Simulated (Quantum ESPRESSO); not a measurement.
# NiCl2: parallel and opposed starts, part 2 of 2

Aim: find out which collinear order of NiCl2 costs least.

Quantum ESPRESSO 7.5; PBEsol; plane waves with GBRV 1.5 PBEsol potentials, no spin-orbit coupling.

So far, largest spin moment in the atom's sphere (μB): step 2 (run 1 (ferro +)) 1.49; step 3 (run 2, typed as antiferro q=(0,0,1/2) +−) 1.48.

The database entry behind the starting cell differs from later determinations by our own check (an axis about 1.8 % long against later determinations), so it need not match the best structure at ambient conditions.

### 4. Run 3, typed as antiferro q=(1/2,1/2,1/2) +−

This order needs a doubled cell of 6 atoms.

pw.in

```
&CONTROL
  calculation = 'scf'
  prefix = 'pwscf'
  outdir = './tmp'
  pseudo_dir = './pseudo'
  disk_io = 'nowf'
/
&SYSTEM
  ibrav = 0
  celldm(1) = 8
  nat = 6
  ntyp = 3
  ecutwfc = 40
  ecutrho = 280
  nbnd = 43
  occupations = 'smearing'
  smearing = 'fd'
  degauss = 0.00367493
  nspin = 2
  starting_magnetization(1) = 0.1111
  starting_magnetization(2) = -0.1111
  starting_magnetization(3) = 0
/
&ELECTRONS
  conv_thr = 1.2d-08
  electron_maxstep = 150
  mixing_beta = 0.3
/
ATOMIC_SPECIES
Ni1    58.6934 ni_pbesol_v1.4.uspp.F.UPF
Ni2    58.6934 ni_pbesol_v1.4.uspp.F.UPF
Cl     35.4500 cl_pbesol_v1.4.uspp.F.UPF
CELL_PARAMETERS alat
   0.8369124574436    0.4831916326077    2.7298668641832
   0.0000000000000    0.4831916326077    2.7298668641832
   0.4184562287218   -0.2415958162802    2.7298668641832
ATOMIC_POSITIONS crystal
Ni1     0.0000000000    0.0000000000    0.0000000000
Ni2     0.5000000000    0.0000000000    0.0000000000
Cl      0.8750000000    0.2500000000    0.2500000000
Cl      0.3750000000    0.2500000000    0.2500000000
Cl      0.6250000000    0.7500000000    0.7500000000
Cl      0.1250000000    0.7500000000    0.7500000000
K_POINTS automatic
3 6 6 0 0 0
```

The run is started by

```
$ OMP_NUM_THREADS=1 mpirun -n 4 pw.x -nk 4 -in pw.in > pw.out
```

Output:

```text
     [... lines left out ...]
Program PWSCF v.7.5 starts
     [... lines left out ...]
     number of atoms/cell      =            6
     [... lines left out ...]
     number of electrons       =        64.00
     number of Kohn-Sham states=           43
     kinetic-energy cutoff     =      40.0000  Ry
     charge density cutoff     =     280.0000  Ry
     scf convergence threshold =      1.2E-08
     [... lines left out ...]
     12 Sym. Ops., with inversion, found
     [... lines left out ...]
     number of k points=    16  Fermi-Dirac smearing, width (Ry)=  0.0037
     [... lines left out ...]
     iteration # 20     ecut=    40.00 Ry     beta= 0.30
     [... lines left out ...]
     Magnetic moment per site  (integrated on atomic sphere of radius R)
     atom   1 (R=0.244)  charge= 16.3552  magn=  1.4798
     atom   2 (R=0.244)  charge= 16.3553  magn= -1.4798
     atom   3 (R=0.244)  charge=  5.4269  magn= -0.2125
     atom   4 (R=0.244)  charge=  5.4268  magn=  0.2125
     atom   5 (R=0.244)  charge=  5.4268  magn=  0.2125
     atom   6 (R=0.244)  charge=  5.4269  magn= -0.2125
     [... lines left out ...]
     the Fermi energy is     5.0585 ev
!    total energy              =    -819.19258705 Ry
     estimated scf accuracy    <          2.6E-09 Ry
     smearing contrib. (-TS)   =      -0.00000231 Ry
     [... lines left out ...]
     total magnetization       =     0.00 Bohr mag/cell
     absolute magnetization    =     4.09 Bohr mag/cell
     convergence has been achieved in  20 iterations
```

Wall time 7.7 min (4 MPI ranks of Arm Neoverse V1, shared host); peak memory 2.6 GiB; 31 min of CPU time.

Spin moment in the atom's sphere by atom:

| atom | spin moment in the atom's sphere (μB) |
| --- | --- |
| Ni1 | 1.48 |
| Ni2 | -1.48 |
| Cl3 | -0.21 |
| Cl4 | 0.21 |
| Cl5 | 0.21 |
| Cl6 | -0.21 |

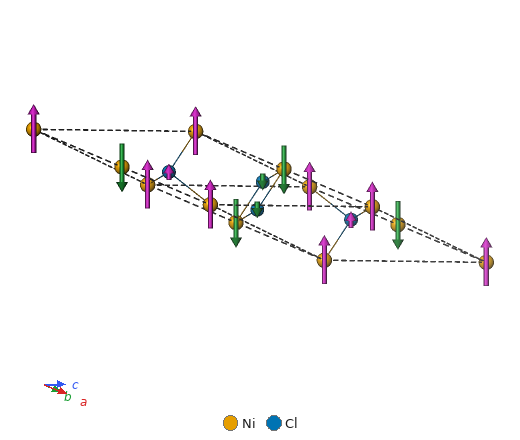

Spin moment in the atom's sphere as arrows, the longest 1.48 μB. Up and down stand for the sign. Arrows give size and sign along the axis of quantisation, drawn up and down the page. Each arrow also spans its atom, so small moments look longer than they are. The two directions have two colours. Bonds to atoms that aren't drawn are left out. Some periodic images of atoms are drawn too.

Read from the output:

| Quantity | Value |
| --- | --- |
| smearing term TS | 3.14e-5 eV |
| magnetization | 0 μB |
| absolute magnetization | 4.085 μB |
| final state | antiferromagnetic |

### 5. Run 4 (no spin polarisation)

pw.in

```
&CONTROL
  calculation = 'scf'
  prefix = 'pwscf'
  outdir = './tmp'
  pseudo_dir = './pseudo'
  disk_io = 'nowf'
/
&SYSTEM
  ibrav = 0
  celldm(1) = 8
  nat = 3
  ntyp = 2
  ecutwfc = 40
  ecutrho = 280
  nbnd = 24
  occupations = 'smearing'
  smearing = 'fd'
  degauss = 0.00367493
/
&ELECTRONS
  conv_thr = 6d-09
  electron_maxstep = 150
  mixing_beta = 0.3
/
ATOMIC_SPECIES
Ni     58.6934 ni_pbesol_v1.4.uspp.F.UPF
Cl     35.4500 cl_pbesol_v1.4.uspp.F.UPF
CELL_PARAMETERS alat
   0.4184562287218    0.2415958163038    1.3649334320916
  -0.4184562287218    0.2415958163038    1.3649334320916
   0.0000000000000   -0.4831916325841    1.3649334320916
ATOMIC_POSITIONS crystal
Ni      0.0000000000    0.0000000000    0.0000000000
Cl      0.2500000000    0.2500000000    0.2500000000
Cl      0.7500000000    0.7500000000    0.7500000000
K_POINTS automatic
6 6 6 0 0 0
```

Output:

```text
     [... lines left out ...]
Program PWSCF v.7.5 starts
     [... lines left out ...]
     number of atoms/cell      =            3
     [... lines left out ...]
     number of electrons       =        32.00
     number of Kohn-Sham states=           24
     kinetic-energy cutoff     =      40.0000  Ry
     charge density cutoff     =     280.0000  Ry
     scf convergence threshold =      6.0E-09
     [... lines left out ...]
     12 Sym. Ops., with inversion, found
     [... lines left out ...]
     number of k points=    32  Fermi-Dirac smearing, width (Ry)=  0.0037
     [... lines left out ...]
     iteration # 17     ecut=    40.00 Ry     beta= 0.30
     [... lines left out ...]
     the Fermi energy is     5.1433 ev
!    total energy              =    -409.55166991 Ry
     estimated scf accuracy    <          4.8E-09 Ry
     smearing contrib. (-TS)   =      -0.00550079 Ry
     [... lines left out ...]
     convergence has been achieved in  17 iterations
```

It took 25 s on 4 MPI ranks; peak memory 0.43 GiB.

This step gave:

| Item | Value |
| --- | --- |
| smearing term TS | 0.07484 eV |
| final state | non-magnetic (no spin polarisation) |

### 6. Ranking

An order is kept where moments of 0.15 μB or more survive with the typed signs; meshes match where a doubled cell samples the same k points as the first cell.

Orders:

| start | final state | typed order kept | energy over the lowest (meV a seeded atom) | largest site moment (μB) | net moment (μB a cell of the first run) | mesh matched | CPU time (s) |
| --- | --- | --- | --- | --- | --- | --- | --- |
| ferro + | ferromagnetic | yes | 7.701 | 1.489 | 2 | yes | 198.8 |
| antiferro q=(0,0,1/2) +- | antiferromagnetic | yes | 30 | 1.484 | 0 | yes | 785.2 |
| antiferro q=(1/2,1/2,1/2) +- | antiferromagnetic | yes | 0 | 1.48 | 0 | yes | 1847 |
| no spin polarisation | non-magnetic | - | 607.1 | 0 | 0 | yes | 100.7 |

### 7. The lowest state again, with its states saved

pw.in

```
&CONTROL
  calculation = 'scf'
  prefix = 'pwscf'
  outdir = './tmp'
  pseudo_dir = './pseudo'
  disk_io = 'low'
/
&SYSTEM
  ibrav = 0
  celldm(1) = 8
  nat = 6
  ntyp = 3
  ecutwfc = 40
  ecutrho = 280
  nbnd = 47
  occupations = 'smearing'
  smearing = 'fd'
  degauss = 0.00367493
  nspin = 2
  starting_magnetization(1) = 0.1111
  starting_magnetization(2) = -0.1111
  starting_magnetization(3) = 0
/
&ELECTRONS
  conv_thr = 1.2d-08
  electron_maxstep = 150
  mixing_beta = 0.3
/
ATOMIC_SPECIES
Ni1    58.6934 ni_pbesol_v1.4.uspp.F.UPF
Ni2    58.6934 ni_pbesol_v1.4.uspp.F.UPF
Cl     35.4500 cl_pbesol_v1.4.uspp.F.UPF
CELL_PARAMETERS alat
   0.8369124574436    0.4831916326077    2.7298668641832
   0.0000000000000    0.4831916326077    2.7298668641832
   0.4184562287218   -0.2415958162802    2.7298668641832
ATOMIC_POSITIONS crystal
Ni1     0.0000000000    0.0000000000    0.0000000000
Ni2     0.5000000000    0.0000000000    0.0000000000
Cl      0.8750000000    0.2500000000    0.2500000000
Cl      0.3750000000    0.2500000000    0.2500000000
Cl      0.6250000000    0.7500000000    0.7500000000
Cl      0.1250000000    0.7500000000    0.7500000000
K_POINTS automatic
3 6 6 0 0 0
```

Output:

```text
     [... lines left out ...]
Program PWSCF v.7.5 starts
     [... lines left out ...]
     number of atoms/cell      =            6
     [... lines left out ...]
     number of electrons       =        64.00
     number of Kohn-Sham states=           47
     kinetic-energy cutoff     =      40.0000  Ry
     charge density cutoff     =     280.0000  Ry
     scf convergence threshold =      1.2E-08
     [... lines left out ...]
     12 Sym. Ops., with inversion, found
     [... lines left out ...]
     number of k points=    16  Fermi-Dirac smearing, width (Ry)=  0.0037
     [... lines left out ...]
     iteration # 20     ecut=    40.00 Ry     beta= 0.30
     [... lines left out ...]
     Magnetic moment per site  (integrated on atomic sphere of radius R)
     atom   1 (R=0.244)  charge= 16.3552  magn=  1.4798
     atom   2 (R=0.244)  charge= 16.3553  magn= -1.4798
     atom   3 (R=0.244)  charge=  5.4269  magn= -0.2126
     atom   4 (R=0.244)  charge=  5.4268  magn=  0.2125
     atom   5 (R=0.244)  charge=  5.4268  magn=  0.2125
     atom   6 (R=0.244)  charge=  5.4269  magn= -0.2126
     [... lines left out ...]
     the Fermi energy is     5.0585 ev
!    total energy              =    -819.19258705 Ry
     estimated scf accuracy    <          5.8E-09 Ry
     smearing contrib. (-TS)   =      -0.00000231 Ry
     [... lines left out ...]
     total magnetization       =    -0.00 Bohr mag/cell
     absolute magnetization    =     4.09 Bohr mag/cell
     convergence has been achieved in  20 iterations
```

Wall time 8.2 min (4 MPI ranks); peak memory 2.7 GiB.

This step gave:

```yaml
smearing_term_ts: 3.14e-5 eV
magnetization: 0 μB
absolute_magnetization: 4.085 μB
final_state: antiferromagnetic
largest_moment: 1.480 μB
```

### 8. Another way to count moments

projwfc.x projects the saved states on orthogonalised atomic orbitals of the pseudopotential files.

Output:

```text
[banner, memory and clock lines left out]
Program PROJWFC v.7.5 starts

     [... lines left out ...]
     IMPORTANT: XC functional enforced from input :
     Exchange-correlation= PBESOL
                           (   1   4  10   8   0   0   0)
     Any further DFT definition will be discarded
     Please, verify this is what you really want

     G-vector sticks info

     Check: negative core charge=   -0.000006

     negative rho (up, down):  2.981E-02 2.981E-02

     Gaussian broadening (read from input): ngauss,degauss=   0    0.010000

     Calling projwave ....

  Problem Sizes
  natomwfc =           42
  nbnd     =           47
  nkstot   =           32
  npwx     =         3654
  nkb      =          108

     Atomic states used for projection
     (read from pseudopotential files):

     state #   1: atom   1 (Ni1), wfc  1 (l=0 m= 1)
     state #   2: atom   1 (Ni1), wfc  2 (l=1 m= 1)
     state #   3: atom   1 (Ni1), wfc  2 (l=1 m= 2)
     state #   4: atom   1 (Ni1), wfc  2 (l=1 m= 3)
     state #   5: atom   1 (Ni1), wfc  3 (l=2 m= 1)
     state #   6: atom   1 (Ni1), wfc  3 (l=2 m= 2)
     state #   7: atom   1 (Ni1), wfc  3 (l=2 m= 3)
     state #   8: atom   1 (Ni1), wfc  3 (l=2 m= 4)
     state #   9: atom   1 (Ni1), wfc  3 (l=2 m= 5)
     state #  10: atom   1 (Ni1), wfc  4 (l=0 m= 1)
     state #  11: atom   1 (Ni1), wfc  5 (l=1 m= 1)
     state #  12: atom   1 (Ni1), wfc  5 (l=1 m= 2)
     state #  13: atom   1 (Ni1), wfc  5 (l=1 m= 3)
     state #  14: atom   2 (Ni2), wfc  1 (l=0 m= 1)
     state #  15: atom   2 (Ni2), wfc  2 (l=1 m= 1)
     state #  16: atom   2 (Ni2), wfc  2 (l=1 m= 2)
     state #  17: atom   2 (Ni2), wfc  2 (l=1 m= 3)
     state #  18: atom   2 (Ni2), wfc  3 (l=2 m= 1)
     state #  19: atom   2 (Ni2), wfc  3 (l=2 m= 2)
     state #  20: atom   2 (Ni2), wfc  3 (l=2 m= 3)
     state #  21: atom   2 (Ni2), wfc  3 (l=2 m= 4)
     state #  22: atom   2 (Ni2), wfc  3 (l=2 m= 5)
     state #  23: atom   2 (Ni2), wfc  4 (l=0 m= 1)
     state #  24: atom   2 (Ni2), wfc  5 (l=1 m= 1)
     state #  25: atom   2 (Ni2), wfc  5 (l=1 m= 2)
     state #  26: atom   2 (Ni2), wfc  5 (l=1 m= 3)
     state #  27: atom   3 (Cl ), wfc  1 (l=0 m= 1)
     state #  28: atom   3 (Cl ), wfc  2 (l=1 m= 1)
     state #  29: atom   3 (Cl ), wfc  2 (l=1 m= 2)
     state #  30: atom   3 (Cl ), wfc  2 (l=1 m= 3)
     state #  31: atom   4 (Cl ), wfc  1 (l=0 m= 1)
     state #  32: atom   4 (Cl ), wfc  2 (l=1 m= 1)
     state #  33: atom   4 (Cl ), wfc  2 (l=1 m= 2)
     state #  34: atom   4 (Cl ), wfc  2 (l=1 m= 3)
     state #  35: atom   5 (Cl ), wfc  1 (l=0 m= 1)
     state #  36: atom   5 (Cl ), wfc  2 (l=1 m= 1)
     state #  37: atom   5 (Cl ), wfc  2 (l=1 m= 2)
     state #  38: atom   5 (Cl ), wfc  2 (l=1 m= 3)
     state #  39: atom   6 (Cl ), wfc  1 (l=0 m= 1)
     state #  40: atom   6 (Cl ), wfc  2 (l=1 m= 1)
     state #  41: atom   6 (Cl ), wfc  2 (l=1 m= 2)
     state #  42: atom   6 (Cl ), wfc  2 (l=1 m= 3)

 [... projections of the bands left out ...]

Lowdin Charges:

     Atom #   1: total charge =  17.9660, s =  2.4929, p =  7.0234, d =  8.4497,
                 spin up      =   9.7128, s =  1.2450,
                 spin up      =   9.7128, p =  3.5069, pz=  1.1727, px=  1.1671, py=  1.1671,
                 spin up      =   9.7128, d =  4.9609, dz2=  0.9912, dxz=  0.9934, dyz=  0.9934, dx2-y2=  0.9915, dxy=  0.9915,
                 spin down    =   8.2533, s =  1.2479,
                 spin down    =   8.2533, p =  3.5166, pz=  1.1748, px=  1.1709, py=  1.1709,
                 spin down    =   8.2533, d =  3.4888, dz2=  0.9770, dxz=  0.5010, dyz=  0.5010, dx2-y2=  0.7549, dxy=  0.7549,
                 polarization =   1.4595, s = -0.0029, p = -0.0097, d =  1.4721,
     Atom #   2: total charge =  17.9660, s =  2.4929, p =  7.0234, d =  8.4497,
                 spin up      =   8.2533, s =  1.2479,
                 spin up      =   8.2533, p =  3.5166, pz=  1.1748, px=  1.1709, py=  1.1709,
                 spin up      =   8.2533, d =  3.4888, dz2=  0.9770, dxz=  0.5010, dyz=  0.5010, dx2-y2=  0.7549, dxy=  0.7549,
                 spin down    =   9.7127, s =  1.2450,
                 spin down    =   9.7127, p =  3.5068, pz=  1.1727, px=  1.1670, py=  1.1670,
                 spin down    =   9.7127, d =  4.9609, dz2=  0.9912, dxz=  0.9934, dyz=  0.9934, dx2-y2=  0.9915, dxy=  0.9915,
                 polarization =  -1.4594, s =  0.0030, p =  0.0097, d = -1.4721,
     Atom #   3: total charge =   6.9621, s =  1.8447, p =  5.1174, d =  0.0000,
                 spin up      =   3.3483, s =  0.9197,
                 spin up      =   3.3483, p =  2.4285, pz=  0.8252, px=  0.8017, py=  0.8017,
                 spin up      =   3.3483, d =  0.0000, dz2=  0.0000, dxz=  0.0000, dyz=  0.0000, dx2-y2=  0.0000, dxy=  0.0000,
                 spin down    =   3.6138, s =  0.9250,
                 spin down    =   3.6138, p =  2.6888, pz=  0.9071, px=  0.8909, py=  0.8909,
                 spin down    =   3.6138, d =  0.0000, dz2=  0.0000, dxz=  0.0000, dyz=  0.0000, dx2-y2=  0.0000, dxy=  0.0000,
                 polarization =  -0.2656, s = -0.0053, p = -0.2603, d =  0.0000,
     Atom #   4: total charge =   6.9621, s =  1.8447, p =  5.1174, d =  0.0000,
                 spin up      =   3.6138, s =  0.9250,
                 spin up      =   3.6138, p =  2.6888, pz=  0.9071, px=  0.8909, py=  0.8909,
                 spin up      =   3.6138, d =  0.0000, dz2=  0.0000, dxz=  0.0000, dyz=  0.0000, dx2-y2=  0.0000, dxy=  0.0000,
                 spin down    =   3.3483, s =  0.9197,
                 spin down    =   3.3483, p =  2.4285, pz=  0.8252, px=  0.8017, py=  0.8017,
                 spin down    =   3.3483, d =  0.0000, dz2=  0.0000, dxz=  0.0000, dyz=  0.0000, dx2-y2=  0.0000, dxy=  0.0000,
                 polarization =   0.2655, s =  0.0053, p =  0.2603, d =  0.0000,
     Atom #   5: total charge =   6.9621, s =  1.8447, p =  5.1174, d =  0.0000,
                 spin up      =   3.6138, s =  0.9250,
                 spin up      =   3.6138, p =  2.6888, pz=  0.9071, px=  0.8909, py=  0.8909,
                 spin up      =   3.6138, d =  0.0000, dz2=  0.0000, dxz=  0.0000, dyz=  0.0000, dx2-y2=  0.0000, dxy=  0.0000,
                 spin down    =   3.3483, s =  0.9197,
                 spin down    =   3.3483, p =  2.4285, pz=  0.8252, px=  0.8017, py=  0.8017,
                 spin down    =   3.3483, d =  0.0000, dz2=  0.0000, dxz=  0.0000, dyz=  0.0000, dx2-y2=  0.0000, dxy=  0.0000,
                 polarization =   0.2655, s =  0.0053, p =  0.2603, d =  0.0000,
     Atom #   6: total charge =   6.9621, s =  1.8447, p =  5.1174, d =  0.0000,
                 spin up      =   3.3483, s =  0.9197,
                 spin up      =   3.3483, p =  2.4285, pz=  0.8252, px=  0.8017, py=  0.8017,
                 spin up      =   3.3483, d =  0.0000, dz2=  0.0000, dxz=  0.0000, dyz=  0.0000, dx2-y2=  0.0000, dxy=  0.0000,
                 spin down    =   3.6138, s =  0.9250,
                 spin down    =   3.6138, p =  2.6888, pz=  0.9071, px=  0.8909, py=  0.8909,
                 spin down    =   3.6138, d =  0.0000, dz2=  0.0000, dxz=  0.0000, dyz=  0.0000, dx2-y2=  0.0000, dxy=  0.0000,
                 polarization =  -0.2656, s = -0.0053, p = -0.2603, d =  0.0000,
     Spilling Parameter:   0.0034
```

Run time: 4 s. Hardware: 4 MPI ranks; peak memory 1.2 GiB.

| atom | moment in the sphere (μB) | Löwdin moment (μB) | Löwdin charge (e) |
| --- | --- | --- | --- |
| Ni1 | 1.480 | 1.460 | 17.966 |
| Ni2 | -1.480 | -1.459 | 17.966 |
| Cl3 | -0.213 | -0.266 | 6.962 |
| Cl4 | 0.212 | 0.266 | 6.962 |
| Cl5 | 0.212 | 0.266 | 6.962 |
| Cl6 | -0.213 | -0.266 | 6.962 |

### 9. Summary of results

```json
{
  "lowest state found": "antiferromagnetic (from antiferro q=(1/2,1/2,1/2) +-)",
  "largest site moment": "1.48 μB",
  "next state with moments": "ferromagnetic, 7.70 meV a seeded atom higher",
  "state without moments": "607 meV a seeded atom higher"
}
```

**Reading.** Forming the moments gains more than four times the spread of the orders, as local moments do. The largest moment reads 1.48 μB in the sphere and 1.46 μB by Löwdin projection; a site moment hangs on how space is shared out. Only these 4 starts were compared; other wavevectors, canted and longer-period orders were not. No Hubbard term acts here. In such compounds local and semilocal functionals without one often delocalise the d electrons, and can shrink or lose moments and miss the size, sign and order of the couplings.

[Logs and program files are shortened in this print: banners, set-up blocks, solver, clock and traceback lines can be left out without a mark of their own.]

[Logs are printed without paths, hosts, clocks, repeated set-up lines and the standing remarks that a program may print on its own settings, such as how far it seeks lower states.]

[Hosts, paths, dates, database ids (printed as entryN), source tags and the programs' standing remarks are cut or masked in the printed files.]

[Where a cell is said to come from a database of computed structures, the database is the Materials Project.]
